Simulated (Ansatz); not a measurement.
# Gallium, omega (AlB2-type) under BLYP: from relaxation to bulk modulus, part 2 of 2

Aim: take gallium in the omega (AlB2-type) structure, relax it, solve it on a dense k-mesh, then scale the cell to 7 volumes from 88 to 112 % of the relaxed one and try a fit of the equation of state. Spin polarisation is left out. The k-meshes are 8×8×11 for the relaxation; 10×10×13 for the dense run; 9×9×11 for the volumes.

Ansatz 0.2.0; DFT, BLYP, plane waves (420 eV) with PAW, scalar-relativistic. Earlier steps stand in the parts before.

## Step 5: Equation of state: 92 %

Input file input.yaml:

```yaml
crystal:
  lattice:
    - [4.7194675356, 0.0, 0.0]
    - [-2.3597337678, 4.0871787781, 0.0]
    - [0.0, 0.0, 3.1859470856]
  atoms:
    - { symbol: Ga, position: [1.0, 1.0, 0.0] }
    - { symbol: Ga, position: [0.3333333333, 0.6666666667, 0.5] }
    - { symbol: Ga, position: [0.6666666667, 0.3333333333, 0.5] }
hamiltonian:
  xc: blyp
  pseudopotentials:
    kind: paw
    azcp:
      Ga: "pseudopotentials/Ga.paw.azcp"
basis:
  ecutwfc: 420
  fft_grid_basis: typed
kpoints:
  mp_grid: { grid: [9, 9, 11], shift: [0, 0, 0] }
magnetization:
  spin_polarized: false
scf:
  occupations: { method: fermi_dirac, width: 0.1 }
  lower_state_search: "off"
output:
  stress: true
  write_density: true
  write_potential: true
  elf: true
  volumetric_format: npy
```

What it wrote (excerpt; [...] marks lines left out):

```text
Warning: RAYON_NUM_THREADS=2 ignored (pool sized by the plan → 2); use --threads N
[...]
Pseudopotentials: kind: paw
Pseudopotential: Ga, paw, valence charge 13, recommended cutoff 420 eV (normal), <dir>
Functional definition: BLYP
[...]
Crystal: 3 atoms, lattice volume = 61.455 Å³
Basis set: ecut = 420 eV, 1217 PW (Γ), exchange–correlation on 64×64×48 points (8 copies of the dense FFT grid, shifted against one another)
Bands: 24, of which v1, the nominal top of the filled ones, is band 20 counted from 1 (19 counted from 0)
Symmetry: 24 space group operations
Space group: P6/mmm (ITA 191), of the structure as read, at distance tolerance 3.9e-5 Å
k-points: 72 of 891
[...]
SCF iter   1: F=—  HF=-11378.272462 eV  |F-HF|=—  |Δ(HF+E_count)|=         —  Δρ=8.19e-3  dr2=2.62e-2  ethr=1.77e-3  ⟨swp⟩=5.2  Hψ=6591  notcnv=0
[...]
SCF iter   8: F=-11378.266887 eV  HF=-11378.266887 eV  |F-HF|=2.88e-8  |Δ(HF+E_count)|=   4.17e-7  Δρ=7.06e-6  dr2=4.17e-8  ethr=2.56e-10  ⟨swp⟩=6.1  Hψ=11370  notcnv=0
[...]
SCF converged after 8 iterations
Free energy (F): -11378.266887 eV
[...]
E sigma→0 (E₀):  -11378.243558 eV
Entropy (-TS):   -0.046658 eV (-15.553 meV/atom)
Fermi energy:    9.126729 eV
[...]
--- Stress (GPa, compression-positive) ---
        3.419562      -0.000000       0.000000
       -0.000000       3.419562       0.000000
        0.000000       0.000000       2.214765
  P = ⅓ Tr σ = 3.0180 GPa (30.180 kbar)
--- Band table (eV; the first three rows and the last of 72) ---
  k-point 0: bands = ["-6.0310", "-5.8888", "-5.8888", "-5.8600", "-5.8583", "-5.8583", "-5.8358", "-5.8358", "-5.8349", "-5.8184", "-5.8184", "-5.7939", "-5.7939", "-5.7057", "-5.7057", "-1.3728", "6.3889", "6.8429", "8.3492", "8.3492", "8.6162", "8.6162", "12.6635", "16.5157"]
[...]
```

Wall time 3.2 s (2 threads of Arm Neoverse V2, shared host); peak memory 0.37 GiB.

## Step 6: Equation of state: 96 %

input.yaml, as its differences from that of step 5:

```diff
@@ -2,5 +2,5 @@
   lattice:
-    - [4.7194675356, 0.0, 0.0]
-    - [-2.3597337678, 4.0871787781, 0.0]
-    - [0.0, 0.0, 3.1859470856]
+    - [4.7868976105, 0.0, 0.0]
+    - [-2.3934488053, 4.145574936, 0.0]
+    - [0.0, 0.0, 3.2314667654]
   atoms:
@@ -27,5 +27 @@
   stress: true
-  write_density: true
-  write_potential: true
-  elf: true
-  volumetric_format: npy
```

What it wrote (excerpt; [...] marks lines left out):

```text
Warning: RAYON_NUM_THREADS=2 ignored (pool sized by the plan → 2); use --threads N
[...]
Pseudopotentials: kind: paw
Pseudopotential: Ga, paw, valence charge 13, recommended cutoff 420 eV (normal), <dir>
Functional definition: BLYP
[...]
Crystal: 3 atoms, lattice volume = 64.127 Å³
Basis set: ecut = 420 eV, 1241 PW (Γ), exchange–correlation on 64×64×48 points (8 copies of the dense FFT grid, shifted against one another)
Bands: 24, of which v1, the nominal top of the filled ones, is band 20 counted from 1 (19 counted from 0)
Symmetry: 24 space group operations
Space group: P6/mmm (ITA 191), of the structure as read, at distance tolerance 4.0e-5 Å
k-points: 72 of 891
[...]
SCF iter   1: F=—  HF=-11378.308841 eV  |F-HF|=—  |Δ(HF+E_count)|=         —  Δρ=8.06e-3  dr2=2.69e-2  ethr=1.77e-3  ⟨swp⟩=5.2  Hψ=6512  notcnv=0
[...]
SCF iter   8: F=-11378.303148 eV  HF=-11378.303148 eV  |F-HF|=3.33e-8  |Δ(HF+E_count)|=   5.05e-7  Δρ=7.40e-6  dr2=4.92e-8  ethr=2.56e-10  ⟨swp⟩=3.0  Hψ=7673  notcnv=0
[...]
SCF converged after 8 iterations
Free energy (F): -11378.303148 eV
[...]
E sigma→0 (E₀):  -11378.279304 eV
Entropy (-TS):   -0.047688 eV (-15.896 meV/atom)
Fermi energy:    8.605022 eV
[...]
--- Stress (GPa, compression-positive) ---
        1.650549       0.000000      -0.000000
        0.000000       1.650549       0.000000
       -0.000000       0.000000       0.904298
  P = ⅓ Tr σ = 1.4018 GPa (14.018 kbar)
```

Wall time 2.6 s (2 threads of Arm Neoverse V2, shared host); peak memory 0.37 GiB.

## Step 7: Equation of state: 100 %

input.yaml, as its differences from that of step 6:

```diff
@@ -2,5 +2,5 @@
   lattice:
-    - [4.7868976105, 0.0, 0.0]
-    - [-2.3934488053, 4.145574936, 0.0]
-    - [0.0, 0.0, 3.2314667654]
+    - [4.8524796999, 0.0, 0.0]
+    - [-2.42623985, 4.2023706914, 0.0]
+    - [0.0, 0.0, 3.2757389348]
   atoms:
```

What it wrote (excerpt; [...] marks lines left out):

```text
Warning: RAYON_NUM_THREADS=2 ignored (pool sized by the plan → 2); use --threads N
[...]
Pseudopotentials: kind: paw
Pseudopotential: Ga, paw, valence charge 13, recommended cutoff 420 eV (normal), <dir>
Functional definition: BLYP
[...]
Crystal: 3 atoms, lattice volume = 66.799 Å³
Basis set: ecut = 420 eV, 1289 PW (Γ), exchange–correlation on 72×72×48 points (8 copies of the dense FFT grid, shifted against one another)
Bands: 24, of which v1, the nominal top of the filled ones, is band 20 counted from 1 (19 counted from 0)
Symmetry: 24 space group operations
Space group: P6/mmm (ITA 191), of the structure as read, at distance tolerance 4.1e-5 Å
k-points: 72 of 891
[...]
SCF iter   1: F=—  HF=-11378.321199 eV  |F-HF|=—  |Δ(HF+E_count)|=         —  Δρ=7.96e-3  dr2=2.77e-2  ethr=1.77e-3  ⟨swp⟩=5.3  Hψ=6495  notcnv=0
[...]
SCF iter   8: F=-11378.315457 eV  HF=-11378.315457 eV  |F-HF|=3.44e-8  |Δ(HF+E_count)|=   5.78e-7  Δρ=7.32e-6  dr2=5.56e-8  ethr=2.56e-10  ⟨swp⟩=3.0  Hψ=7736  notcnv=0
[...]
SCF converged after 8 iterations
Free energy (F): -11378.315457 eV
[...]
E sigma→0 (E₀):  -11378.291241 eV
Entropy (-TS):   -0.048432 eV (-16.144 meV/atom)
Fermi energy:    8.126952 eV
[...]
--- Stress (GPa, compression-positive) ---
        0.247243       0.000000       0.000000
        0.000000       0.247243       0.000000
        0.000000       0.000000      -0.136848
  P = ⅓ Tr σ = 0.1192 GPa (1.192 kbar)
```

It took 2.8 s on 2 threads of Arm Neoverse V2, shared host; peak memory 0.37 GiB.

## Step 8: Equation of state: 104 %

input.yaml, as its differences from that of step 7:

```diff
@@ -2,5 +2,5 @@
   lattice:
-    - [4.8524796999, 0.0, 0.0]
-    - [-2.42623985, 4.2023706914, 0.0]
-    - [0.0, 0.0, 3.2757389348]
+    - [4.9163354398, 0.0, 0.0]
+    - [-2.4581677199, 4.2576713844, 0.0]
+    - [0.0, 0.0, 3.3188457063]
   atoms:
```

What it wrote (excerpt; [...] marks lines left out):

```text
Warning: RAYON_NUM_THREADS=2 ignored (pool sized by the plan → 2); use --threads N
[...]
Pseudopotentials: kind: paw
Pseudopotential: Ga, paw, valence charge 13, recommended cutoff 420 eV (normal), <dir>
Functional definition: BLYP
[...]
Crystal: 3 atoms, lattice volume = 69.471 Å³
Basis set: ecut = 420 eV, 1337 PW (Γ), exchange–correlation on 72×72×48 points (8 copies of the dense FFT grid, shifted against one another)
Bands: 24, of which v1, the nominal top of the filled ones, is band 20 counted from 1 (19 counted from 0)
Symmetry: 24 space group operations
Space group: P6/mmm (ITA 191), of the structure as read, at distance tolerance 4.1e-5 Å
k-points: 72 of 891
[...]
SCF iter   1: F=—  HF=-11378.314305 eV  |F-HF|=—  |Δ(HF+E_count)|=         —  Δρ=7.87e-3  dr2=2.85e-2  ethr=1.77e-3  ⟨swp⟩=5.3  Hψ=6419  notcnv=0
[...]
SCF iter   8: F=-11378.308527 eV  HF=-11378.308527 eV  |F-HF|=3.00e-8  |Δ(HF+E_count)|=   5.30e-7  Δρ=7.13e-6  dr2=6.15e-8  ethr=2.56e-10  ⟨swp⟩=3.0  Hψ=7697  notcnv=0
[...]
SCF converged after 8 iterations
Free energy (F): -11378.308527 eV
[...]
E sigma→0 (E₀):  -11378.283786 eV
Entropy (-TS):   -0.049483 eV (-16.494 meV/atom)
Fermi energy:    7.687877 eV
[...]
--- Stress (GPa, compression-positive) ---
       -0.878274      -0.000000       0.000000
        0.000000      -0.878274       0.000000
        0.000000       0.000000      -0.973897
  P = ⅓ Tr σ = -0.9101 GPa (-9.101 kbar)
```

Run time: 2.8 s. Hardware: 2 threads of Arm Neoverse V2, shared host; peak memory 0.38 GiB.

## Step 9: Equation of state: 108 %

input.yaml, as its differences from that of step 8:

```diff
@@ -2,5 +2,5 @@
   lattice:
-    - [4.9163354398, 0.0, 0.0]
-    - [-2.4581677199, 4.2576713844, 0.0]
-    - [0.0, 0.0, 3.3188457063]
+    - [4.9785741411, 0.0, 0.0]
+    - [-2.4892870706, 4.3115716808, 0.0]
+    - [0.0, 0.0, 3.3608608717]
   atoms:
@@ -27 +27,5 @@
   stress: true
+  write_density: true
+  write_potential: true
+  elf: true
+  volumetric_format: npy
```

What it wrote (excerpt; [...] marks lines left out):

```text
Warning: RAYON_NUM_THREADS=2 ignored (pool sized by the plan → 2); use --threads N
[...]
Pseudopotentials: kind: paw
Pseudopotential: Ga, paw, valence charge 13, recommended cutoff 420 eV (normal), <dir>
Functional definition: BLYP
[...]
Crystal: 3 atoms, lattice volume = 72.142 Å³
Basis set: ecut = 420 eV, 1421 PW (Γ), exchange–correlation on 72×72×48 points (8 copies of the dense FFT grid, shifted against one another)
Bands: 24, of which v1, the nominal top of the filled ones, is band 20 counted from 1 (19 counted from 0)
Symmetry: 24 space group operations
Space group: P6/mmm (ITA 191), of the structure as read, at distance tolerance 4.2e-5 Å
k-points: 72 of 891
[...]
SCF iter   1: F=—  HF=-11378.292204 eV  |F-HF|=—  |Δ(HF+E_count)|=         —  Δρ=7.80e-3  dr2=2.94e-2  ethr=1.77e-3  ⟨swp⟩=5.2  Hψ=6509  notcnv=0
[...]
SCF iter   8: F=-11378.286285 eV  HF=-11378.286285 eV  |F-HF|=2.97e-8  |Δ(HF+E_count)|=   1.71e-7  Δρ=7.25e-6  dr2=6.28e-8  ethr=2.56e-10  ⟨swp⟩=9.2  Hψ=13327  notcnv=0
[...]
SCF converged after 8 iterations
Free energy (F): -11378.286285 eV
[...]
E sigma→0 (E₀):  -11378.260895 eV
Entropy (-TS):   -0.050781 eV (-16.927 meV/atom)
Fermi energy:    7.282969 eV
[...]
--- Stress (GPa, compression-positive) ---
       -1.767075       0.000000       0.000000
        0.000000      -1.767075       0.000000
        0.000000       0.000000      -1.642207
  P = ⅓ Tr σ = -1.7255 GPa (-17.255 kbar)
--- Band table (eV; the first three rows and the last of 72) ---
  k-point 0: bands = ["-7.7405", "-7.6380", "-7.6380", "-7.6350", "-7.6267", "-7.6267", "-7.6176", "-7.6176", "-7.6094", "-7.6077", "-7.6077", "-7.5669", "-7.5669", "-7.5294", "-7.5294", "-2.1927", "4.1179", "4.5855", "6.7656", "6.7656", "7.0439", "7.0439", "10.4909", "14.2355"]
[...]
```

It took 4 s on 2 threads of Arm Neoverse V2, shared host; peak memory 0.39 GiB.

## Step 10: Equation of state: 112 %

input.yaml, as its differences from that of step 9:

```diff
@@ -2,5 +2,5 @@
   lattice:
-    - [4.9785741411, 0.0, 0.0]
-    - [-2.4892870706, 4.3115716808, 0.0]
-    - [0.0, 0.0, 3.3608608717]
+    - [5.0392944442, 0.0, 0.0]
+    - [-2.5196472221, 4.3641570058, 0.0]
+    - [0.0, 0.0, 3.4018510196]
   atoms:
@@ -27,5 +27 @@
   stress: true
-  write_density: true
-  write_potential: true
-  elf: true
-  volumetric_format: npy
```

What it wrote (excerpt; [...] marks lines left out):

```text
Warning: RAYON_NUM_THREADS=2 ignored (pool sized by the plan → 2); use --threads N
[...]
Pseudopotentials: kind: paw
Pseudopotential: Ga, paw, valence charge 13, recommended cutoff 420 eV (normal), <dir>
Functional definition: BLYP
[...]
Crystal: 3 atoms, lattice volume = 74.814 Å³
Basis set: ecut = 420 eV, 1445 PW (Γ), exchange–correlation on 72×72×48 points (8 copies of the dense FFT grid, shifted against one another)
Bands: 24, of which v1, the nominal top of the filled ones, is band 20 counted from 1 (19 counted from 0)
Symmetry: 24 space group operations
Space group: P6/mmm (ITA 191), of the structure as read, at distance tolerance 4.2e-5 Å
k-points: 72 of 891
[...]
SCF iter   1: F=—  HF=-11378.258031 eV  |F-HF|=—  |Δ(HF+E_count)|=         —  Δρ=7.75e-3  dr2=3.03e-2  ethr=1.77e-3  ⟨swp⟩=5.2  Hψ=6565  notcnv=0
[...]
SCF iter   9: F=-11378.251934 eV  HF=-11378.251934 eV  |F-HF|=1.49e-10  |Δ(HF+E_count)|=   5.40e-8  Δρ=2.48e-6  dr2=6.42e-9  ethr=1.50e-10  ⟨swp⟩=4.0  Hψ=6205  notcnv=0
[...]
SCF converged after 9 iterations
Free energy (F): -11378.251934 eV
[...]
E sigma→0 (E₀):  -11378.225791 eV
Entropy (-TS):   -0.052286 eV (-17.429 meV/atom)
Fermi energy:    6.908456 eV
[...]
--- Stress (GPa, compression-positive) ---
       -2.466172       0.000000       0.000000
        0.000000      -2.466172       0.000000
        0.000000       0.000000      -2.174294
  P = ⅓ Tr σ = -2.3689 GPa (-23.689 kbar)
```

It took 3.2 s on 2 threads of Arm Neoverse V2, shared host; peak memory 0.39 GiB.

## Step 11: The equation of state

The cell was scaled evenly, with its shape and the fractional positions fixed.

| V (Å³/atom) | E − E₀ (meV/atom) | P from the stress (GPa) | P from the fit (GPa) |
| --- | --- | --- | --- |
| 19.594 | 38.1 | 5.12 | 5.05 |
| 20.485 | 15.9 | 3.02 | 3.00 |
| 21.376 | 4.0 | 1.40 | 1.38 |
| 22.266 | 0.0 | 0.12 | 0.09 |
| 23.157 | 2.5 | -0.91 | -0.94 |
| 24.047 | 10.1 | -1.73 | -1.77 |
| 24.938 | 21.8 | -2.37 | -2.42 |

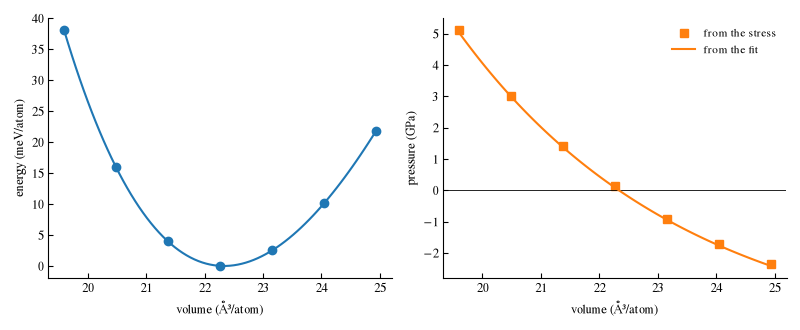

Energy and pressure against volume; the lines are the Birch-Murnaghan fit.

A third-order Birch-Murnaghan fit gives V₀ = 22.333 Å³/atom, B₀ = 28 GPa and B₀′ = 4.7; it misses no point by more than 0.04 meV/atom.

## Step 12: What came out

This closing draws on all 2 parts.

| quantity | value |
| --- | --- |
| space group (spins left aside) | P6/mmm (No. 191) |
| conventional cell | a = 4.852 Å, c = 3.276 Å (c/a = 0.675) |
| volume | 22.266 Å³/atom |
| shortest distance | 2.802 Å |
| gap on the mesh | none (levels filled in part) |
| relative to alpha-Ga (Cmce) | +91 meV/atom |
| V₀, B₀, B₀′ | 22.333 Å³/atom, 28 GPa, 4.7 |

What this shows: The relaxation enlarged the cell by 13.6 % in volume. It lies 91 meV/atom above the element's reference form at the same level (alpha-Ga (Cmce), from a run of its own). Levels at the Fermi energy are filled in part, as in a metal. B₀ comes out at 28 GPa; letting shape and positions relax at each volume could only lower it. Relaxation kept the symmetry; phonons were not checked.
